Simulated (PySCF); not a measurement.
# GeH2, SMILES `[GeH2]`: electronic structure

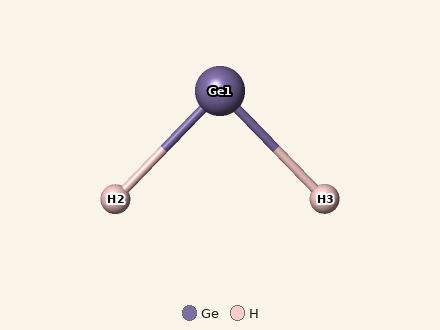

The molecule, with its atoms numbered as below. No frequency check shows the geometry to be a minimum.

Cartesian coordinates (Å):

```
Ge1     -0.0689    0.0001    0.0000
H2       1.1016   -1.1016    0.0000
H3       1.1037    1.0996    0.0000
```

Part 1: Bonding charge

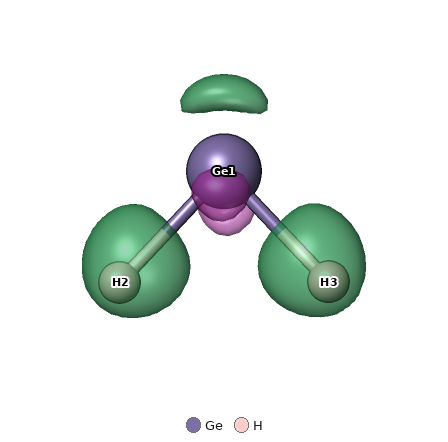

Deformation density (molecule less spherical, spin-averaged free atoms at the same positions), surfaces at ±0.12 e/Å³; green: gain, purple: loss.

Method: M06-2X/cc-pVTZ; geometry: GFN2-xTB; program: PySCF.

Q: How much density has each bond gained at its critical point, relative to the free atoms?

A: Ge1–H2 and Ge1–H3: +0.23 e/Å³ at the bond critical point (bond length 1.61 Å, Mayer order 1.0). In all, 0.8 electrons gather in the regions of gain relative to the promolecule.

Part 2: Local ionisation energy

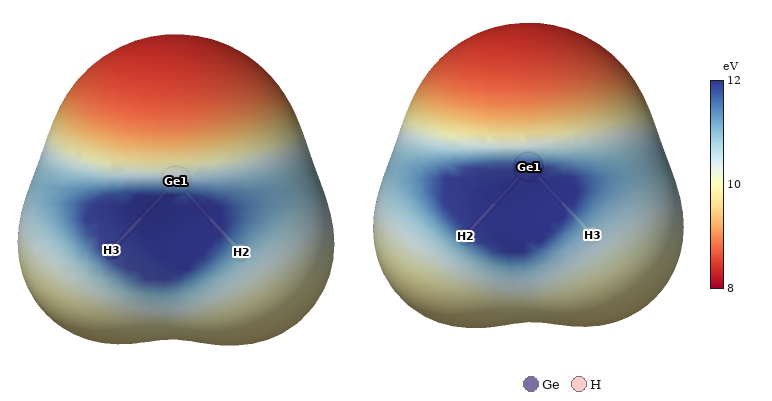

Average local ionisation energy on the surface of electron density 0.001 a.u. (back view left, front view right).

Q: Locate the minima of the map.

A: The lowest value is 8.4 eV, 2.5 Å from Ge1. Further minima include 9.7 eV, 1.6 Å from H3, and at like points elsewhere. For comparison, the highest occupied orbital lies at −8.0 eV.

Q: What volume does the surface enclose, and what is the dipole moment?

A: About 61 Å³; the dipole moment is 0.2 D.

Part 3: In an electric field

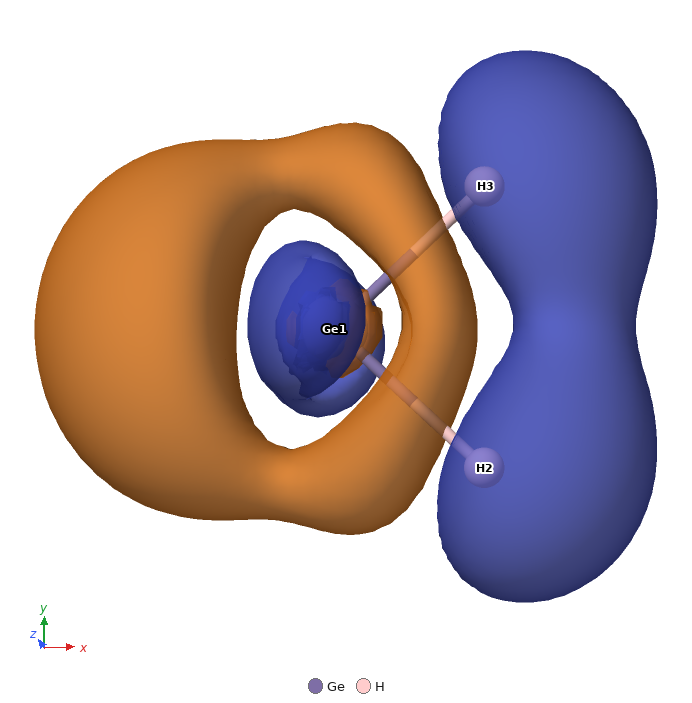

Change of the electron density in a uniform field of 0.21 V/Å, surfaces at ±0.001 e/Å³ (orange: gain, blue: loss).

Computed with PySCF, PBE0/def2-SVPD, geometry: GFN2-xTB.

Q: Along which Cartesian direction does the field point?

A: Along +x: electrons gather on the −x side, against the field.

Q: What dipole is induced, and what polarisability does it imply?

A: The induced dipole is 0.43 D (along the field); α along this axis, from the fields in both directions, is 42 bohr³ (6.3 Å³).

Q: Which atoms gain and lose the most charge?

A: Electrons gather most on Ge1 (Hirshfeld charge changes by −0.023 e) and leave H2 and H3 alike most (+0.011 e); 0.035 electrons are displaced in all.

Part 4: Removing or adding an electron

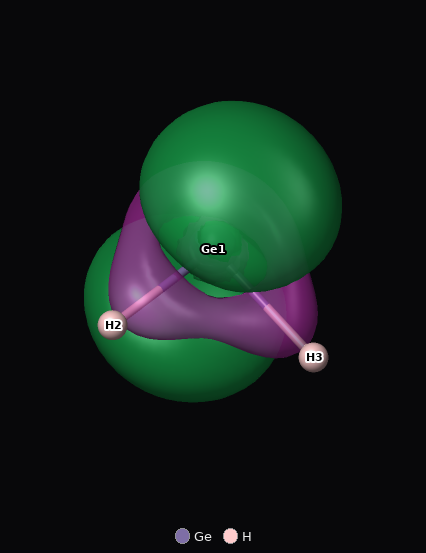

Fukui function f⁺ = ρ(N+1) − ρ(N) at fixed geometry, surfaces at ±0.03 e/Å³ (green positive, purple negative).

Method: BP86/def2-SVPD; geometry: GFN2-xTB; program: PySCF. This is a single-reference result, which may miss multireference character in this system.

Q: Which atoms respond most to the addition of an electron?

A: f⁺ (Hirshfeld-condensed) is largest on Ge1 (0.80); the vertical electron affinity is 1.01 eV (the stability of the anion's solution wasn't checked; the anion's highest orbital has positive energy, so this value and f⁺ depend on the basis). Condensed values hint at sites of nucleophilic attack but needn't mark the atom that reacts. Orbital relaxation makes it negative in places (0.12 e in all).

```
atom     f⁺  charge
 Ge1  +0.80   +0.23
  H2  +0.10   −0.12
  H3  +0.10   −0.12
```
